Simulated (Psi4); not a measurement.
**Frequency calculation of SiO (part 2 of 3)**

The same run, continued: SiO, SMILES O=[Si]; PBE/def2-SVP, RKS, dispersion D3(BJ) (Psi4 1.11). The geometry was optimised with PBE/def2-SVP.

Geometry of the input (Å):
```
O  -0.6604  0.2386  -0.3339
Si 0.6519  -0.2356  0.3297
```

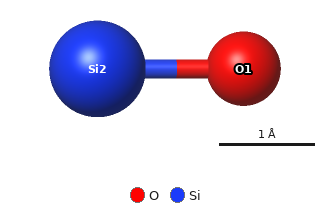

The structure (ball-and-stick view, seen on its broad side; atoms are numbered from 1 in the order of the input).

**The program's output, continued**
```
   @DF-RKS iter SAD:  -363.86750276170687   -3.63868e+02   0.00000e+00
   @DF-RKS iter   1:  -364.01177221546089   -1.44269e-01   4.55877e-02 ADIIS/DIIS
   @DF-RKS iter   2:  -358.76947447124041    5.24230e+00   1.29551e-01 ADIIS
   @DF-RKS iter   3:  -363.50556483081954   -4.73609e+00   7.09124e-02 ADIIS/DIIS
   @DF-RKS iter   4:  -364.32563564605050   -8.20071e-01   1.18056e-02 ADIIS/DIIS
   @DF-RKS iter   5:  -364.34387049929410   -1.82349e-02   1.83953e-03 ADIIS/DIIS
   @DF-RKS iter   6:  -364.34452409853264   -6.53599e-04   4.19895e-04 ADIIS/DIIS
   @DF-RKS iter   7:  -364.34455116341735   -2.70649e-05   7.39946e-05 DIIS
   @DF-RKS iter   8:  -364.34455223033973   -1.06692e-06   6.06819e-06 DIIS
   @DF-RKS iter   9:  -364.34455223658108   -6.24135e-09   4.71452e-07 DIIS
   @DF-RKS iter  10:  -364.34455223661223   -3.11502e-11   4.54057e-08 DIIS
   @DF-RKS iter  11:  -364.34455223661251   -2.84217e-13   5.56989e-09 DIIS
  Energy and wave function converged.

  ==> Post-Iterations <==

   Electrons on quadrature grid:
      Ntotal   =   22.0000062145 ; deviation = 6.215e-06

    Final Occupation by Irrep:
             A1    A2    B1    B2
    DOCC [     7,    0,    2,    2 ]
    NA   [     7,    0,    2,    2 ]
    NB   [     7,    0,    2,    2 ]

  @DF-RKS Final Energy:  -364.34455223661251

   => Energetics <=

    Nuclear Repulsion Energy =             38.3372202792388777
    One-Electron Energy =                -580.9227307616674807
    Two-Electron Energy =                 207.4358295252266942
    DFT Exchange-Correlation Energy =     -29.1942157164789364
    Empirical Dispersion Energy =          -0.0006555629316940
    VV10 Nonlocal Energy =                  0.0000000000000000
    Total Energy =                       -364.3445522366125147

Computation Completed

Properties will be evaluated at   0.000000,   0.000000,   0.000000 [a0]

Properties computed using the SCF density matrix

 Multipole Moments:

 ------------------------------------------------------------------------------------
     Multipole            Electronic (a.u.)      Nuclear  (a.u.)        Total (a.u.)
 ------------------------------------------------------------------------------------

 L = 1.  Multiply by 2.5417464519 to convert [e a0] to [Debye]
 Dipole X            :          0.0000000           -0.0000000           -0.0000000
 Dipole Y            :          0.0000000            0.0000000            0.0000000
 Dipole Z            :          0.9418133            0.0075337            0.9493470
 Magnitude           :                                                    0.9493470

 ------------------------------------------------------------------------------------

	total time  =          1 seconds =       0.02 minutes

         ------------------------------------------------------------
                                   SCF GRAD
         ------------------------------------------------------------

  ==> Geometry <==

    Molecular point group: c2v
    Full point group: C_inf_v

    Geometry (in Bohr), charge = 0, multiplicity = 1:

       Center              X                  Y                   Z               Mass
    ------------   -----------------  -----------------  -----------------  -----------------
         O           -0.000000000000     0.000000000000    -1.858757587810    15.994914619570
         SI           0.000000000000     0.000000000000     1.062685312437    27.976926534650

  Nuclear repulsion =   38.337220279238878

   => Molecular Quadrature <=

    Radial Scheme          =       TREUTLER
    Pruning Scheme         =           NONE
    Nuclear Scheme         =       TREUTLER

    Blocking Scheme        =         OCTREE
    BS radius alpha        =              1
    Pruning alpha          =              1
    Radial Points          =             75
    Spherical Points       =            302
    Total Points           =          42715
    Total Blocks           =            396
    Max Points             =            256
    Max Functions          =             32
    Weights Tolerance      =       1.00E-15

  -Total Gradient:
     Atom            X                  Y                   Z
    ------   -----------------  -----------------  -----------------
       1        0.000000000000     0.000000000000    -0.000760474774
       2        0.000000000000     0.000000000000     0.000786057753

	total time  =          0 seconds =       0.00 minutes

    Psi4 run time: 0:00:01.04

    -----------------------------------------------------------------------
                               Psi4 1.11 release

    h
    h
    h

    -----------------------------------------------------------------------

    Memory:     1.5 GiB
    Threads:    1
                ecpint, einsums, f̶o̶r̶t̶e̶, gauxc, gcp, g̶d̶m̶a̶, geometric, g̶p̶u̶_̶d̶f̶c̶c̶,
                i̶n̶t̶e̶g̶r̶a̶t̶o̶r̶x̶x̶, i̶p̶i̶, libefp, m̶d̶i̶, m̶p̶2̶d̶, m̶r̶c̶c̶, ooo,
                o̶p̶e̶n̶f̶e̶r̶m̶i̶o̶n̶p̶s̶i̶4̶, pcmsolver, p̶s̶i̶4̶f̶o̶c̶k̶c̶i̶, p̶s̶i̶x̶a̶s̶,
                p̶y̶e̶i̶n̶s̶u̶m̶s̶, r̶e̶s̶p̶, s̶i̶m̶i̶n̶t̶, s̶n̶s̶m̶p̶2̶,
                v̶2̶r̶d̶m̶_̶c̶a̶s̶s̶c̶f̶

gradient() will perform analytic gradient computation.

  ==> Geometry <==

    Molecular point group: c2v
    Full point group: C_inf_v

    Geometry (in Bohr), charge = 0, multiplicity = 1:

       Center              X                  Y                   Z               Mass
    ------------   -----------------  -----------------  -----------------  -----------------
         O            0.000000000000    -0.000000000000    -1.856763144425    15.994914619570
         SI           0.000000000000     0.000000000000     1.061545053101    27.976926534650

  Running in c2v symmetry.

  Rotational constants: A = ************  B =      0.69458  C =      0.69458 [cm^-1]
  Rotational constants: A = ************  B =  20823.09812  C =  20823.09812 [MHz]
  Nuclear repulsion =   38.378400230293671

  Charge       = 0
  Multiplicity = 1
  Electrons    = 22
  Nalpha       = 11
  Nbeta        = 11

   => Molecular Quadrature <=

    Radial Scheme          =       TREUTLER
    Pruning Scheme         =           NONE
    Nuclear Scheme         =       TREUTLER

    Blocking Scheme        =         OCTREE
    BS radius alpha        =              1
    Pruning alpha          =              1
    Radial Points          =             75
    Spherical Points       =            302
    Total Points           =          42715
    Total Blocks           =            397
    Max Points             =            256
    Max Functions          =             32
    Weights Tolerance      =       1.00E-15

   => Auxiliary Basis Set <=

  Basis Set: (DEF2-SVP AUX)
    Blend: DEF2-UNIVERSAL-JKFIT
    Number of shells: 63
    Number of basis functions: 205
    Number of Cartesian functions: 248
    Spherical Harmonics?: true
    Max angular momentum: 4

  Cached 100.0% of DFT collocation blocks in 0.036 [GiB].

  Minimum eigenvalue in the overlap matrix is 2.9523361065E-02.
  Reciprocal condition number of the overlap matrix is 9.3597348548E-03.
    Using symmetric orthogonalization.

  ==> Iterations <==

                           Total Energy        Delta E     RMS |[F,P]|

   @DF-RKS iter SAD:  -363.86890297438350   -3.63869e+02   0.00000e+00
   @DF-RKS iter   1:  -364.01187783711566   -1.42975e-01   4.55960e-02 ADIIS/DIIS
   @DF-RKS iter   2:  -358.77931895499660    5.23256e+00   1.29592e-01 ADIIS
   @DF-RKS iter   3:  -363.50915538451500   -4.72984e+00   7.07884e-02 ADIIS/DIIS
   @DF-RKS iter   4:  -364.32580911540140   -8.16654e-01   1.17532e-02 ADIIS/DIIS
   @DF-RKS iter   5:  -364.34387697232495   -1.80679e-02   1.83045e-03 ADIIS/DIIS
   @DF-RKS iter   6:  -364.34452364160427   -6.46669e-04   4.21853e-04 ADIIS/DIIS
   @DF-RKS iter   7:  -364.34455101512691   -2.73735e-05   7.33345e-05 DIIS
   @DF-RKS iter   8:  -364.34455206361156   -1.04848e-06   6.03739e-06 DIIS
   @DF-RKS iter   9:  -364.34455206979078   -6.17922e-09   4.63492e-07 DIIS
   @DF-RKS iter  10:  -364.34455206982113   -3.03544e-11   4.44520e-08 DIIS
   @DF-RKS iter  11:  -364.34455206982176   -6.25278e-13   5.51454e-09 DIIS
  Energy and wave function converged.

  ==> Post-Iterations <==

   Electrons on quadrature grid:
      Ntotal   =   22.0000061643 ; deviation = 6.164e-06

    Final Occupation by Irrep:
             A1    A2    B1    B2
    DOCC [     7,    0,    2,    2 ]
    NA   [     7,    0,    2,    2 ]
    NB   [     7,    0,    2,    2 ]

  @DF-RKS Final Energy:  -364.34455206982176

   => Energetics <=

    Nuclear Repulsion Energy =             38.3784002302936713
    One-Electron Energy =                -581.0053081185474184
    Two-Electron Energy =                 207.4782285447682000
    DFT Exchange-Correlation Energy =     -29.1952171495784079
    Empirical Dispersion Energy =          -0.0006555767577378
    VV10 Nonlocal Energy =                  0.0000000000000000
    Total Energy =                       -364.3445520698217592

Computation Completed

Properties will be evaluated at   0.000000,   0.000000,   0.000000 [a0]

Properties computed using the SCF density matrix

 Multipole Moments:

 ------------------------------------------------------------------------------------
     Multipole            Electronic (a.u.)      Nuclear  (a.u.)        Total (a.u.)
 ------------------------------------------------------------------------------------

 L = 1.  Multiply by 2.5417464519 to convert [e a0] to [Debye]
 Dipole X            :          0.0000000           -0.0000000           -0.0000000
 Dipole Y            :          0.0000000            0.0000000            0.0000000
 Dipole Z            :          0.9402483            0.0075256            0.9477739
 Magnitude           :                                                    0.9477739

 ------------------------------------------------------------------------------------

	total time  =          1 seconds =       0.02 minutes

         ------------------------------------------------------------
                                   SCF GRAD
         ------------------------------------------------------------

  ==> Geometry <==

    Molecular point group: c2v
    Full point group: C_inf_v

    Geometry (in Bohr), charge = 0, multiplicity = 1:

       Center              X                  Y                   Z               Mass
    ------------   -----------------  -----------------  -----------------  -----------------
         O           -0.000000000000     0.000000000000    -1.856763144425    15.994914619570
         SI           0.000000000000     0.000000000000     1.061545053101    27.976926534650

  Nuclear repulsion =   38.378400230293671

   => Molecular Quadrature <=

    Radial Scheme          =       TREUTLER
    Pruning Scheme         =           NONE
    Nuclear Scheme         =       TREUTLER

    Blocking Scheme        =         OCTREE
    BS radius alpha        =              1
    Pruning alpha          =              1
    Radial Points          =             75
    Spherical Points       =            302
    Total Points           =          42715
    Total Blocks           =            397
    Max Points             =            256
    Max Functions          =             32
    Weights Tolerance      =       1.00E-15

  -Total Gradient:
     Atom            X                  Y                   Z
    ------   -----------------  -----------------  -----------------
       1        0.000000000000     0.000000000000     0.000925833356
       2        0.000000000000     0.000000000000    -0.000899024650

	total time  =          0 seconds =       0.00 minutes

    Psi4 run time: 0:00:01.04

    -----------------------------------------------------------------------
                               Psi4 1.11 release

    h
    h
    h

    -----------------------------------------------------------------------

    Memory:     1.5 GiB
    Threads:    1
                ecpint, einsums, f̶o̶r̶t̶e̶, gauxc, gcp, g̶d̶m̶a̶, geometric, g̶p̶u̶_̶d̶f̶c̶c̶,
                i̶n̶t̶e̶g̶r̶a̶t̶o̶r̶x̶x̶, i̶p̶i̶, libefp, m̶d̶i̶, m̶p̶2̶d̶, m̶r̶c̶c̶, ooo,
                o̶p̶e̶n̶f̶e̶r̶m̶i̶o̶n̶p̶s̶i̶4̶, pcmsolver, p̶s̶i̶4̶f̶o̶c̶k̶c̶i̶, p̶s̶i̶x̶a̶s̶,
                p̶y̶e̶i̶n̶s̶u̶m̶s̶, r̶e̶s̶p̶, s̶i̶m̶i̶n̶t̶, s̶n̶s̶m̶p̶2̶,
                v̶2̶r̶d̶m̶_̶c̶a̶s̶s̶c̶f̶

gradient() will perform analytic gradient computation.

  ==> Geometry <==

    Molecular point group: cs
    Full point group: C_inf_v

    Geometry (in Bohr), charge = 0, multiplicity = 1:

       Center              X                  Y                   Z               Mass
    ------------   -----------------  -----------------  -----------------  -----------------
         O           -0.000997221693     0.000000000000    -1.857760366117    15.994914619570
         SI           0.000570129668     0.000000000000     1.062115182769    27.976926534650

  Running in cs symmetry.

  Rotational constants: A = ************  B =      0.69384  C =      0.69384 [cm^-1]
  Rotational constants: A = ************  B =  20800.74298  C =  20800.74298 [MHz]
  Nuclear repulsion =   38.357793676120956

  Charge       = 0
  Multiplicity = 1
  Electrons    = 22
  Nalpha       = 11
  Nbeta        = 11

   => Molecular Quadrature <=

    Radial Scheme          =       TREUTLER
    Pruning Scheme         =           NONE
    Nuclear Scheme         =       TREUTLER

    Blocking Scheme        =         OCTREE
    BS radius alpha        =              1
    Pruning alpha          =              1
    Radial Points          =             75
    Spherical Points       =            302
    Total Points           =          42724
    Total Blocks           =            389
    Max Points             =            256
    Max Functions          =             32
    Weights Tolerance      =       1.00E-15

   => Auxiliary Basis Set <=

  Basis Set: (DEF2-SVP AUX)
    Blend: DEF2-UNIVERSAL-JKFIT
    Number of shells: 63
    Number of basis functions: 205
    Number of Cartesian functions: 248
    Spherical Harmonics?: true
    Max angular momentum: 4

  Cached 100.0% of DFT collocation blocks in 0.036 [GiB].

  Minimum eigenvalue in the overlap matrix is 2.9594674503E-02.
  Reciprocal condition number of the overlap matrix is 9.3843667224E-03.
    Using symmetric orthogonalization.

  ==> Pre-Iterations <==

  SCF Guess: Superposition of Atomic Densities via on-the-fly atomic UHF (no occupation information).

   -------------------------
    Irrep   Nso     Nmo
   -------------------------
     A'        23      23
     A"         9       9
   -------------------------
    Total      32      32
   -------------------------

  ==> Iterations <==

                           Total Energy        Delta E     RMS |[F,P]|

   @DF-RKS iter SAD:  -363.86820231132987   -3.63868e+02   0.00000e+00
   @DF-RKS iter   1:  -364.01182626855319   -1.43624e-01   3.49272e-02 ADIIS/DIIS
   @DF-RKS iter   2:  -358.77439469638574    5.23743e+00   9.92630e-02 ADIIS/DIIS
   @DF-RKS iter   3:  -363.52612198466534   -4.75173e+00   5.37599e-02 ADIIS/DIIS
   @DF-RKS iter   4:  -364.31726418596048   -7.91142e-01   1.06556e-02 ADIIS/DIIS
   @DF-RKS iter   5:  -364.34397811906797   -2.67139e-02   1.34960e-03 ADIIS/DIIS
   @DF-RKS iter   6:  -364.34453571525199   -5.57596e-04   2.54043e-04 ADIIS/DIIS
   @DF-RKS iter   7:  -364.34455192451355   -1.62093e-05   5.19921e-05 DIIS
   @DF-RKS iter   8:  -364.34455281120830   -8.86695e-07   2.82504e-06 DIIS
   @DF-RKS iter   9:  -364.34455281396242   -2.75412e-09   1.84579e-07 DIIS
   @DF-RKS iter  10:  -364.34455281397027   -7.84439e-12   4.71971e-08 DIIS
   @DF-RKS iter  11:  -364.34455281397123   -9.66338e-13   4.90232e-09 DIIS
  Energy and wave function converged.

  ==> Post-Iterations <==

   Electrons on quadrature grid:
      Ntotal   =   22.0000061896 ; deviation = 6.190e-06

    Final Occupation by Irrep:
             Ap   App
    DOCC [     9,    2 ]
    NA   [     9,    2 ]
    NB   [     9,    2 ]

  @DF-RKS Final Energy:  -364.34455281397123

   => Energetics <=
```
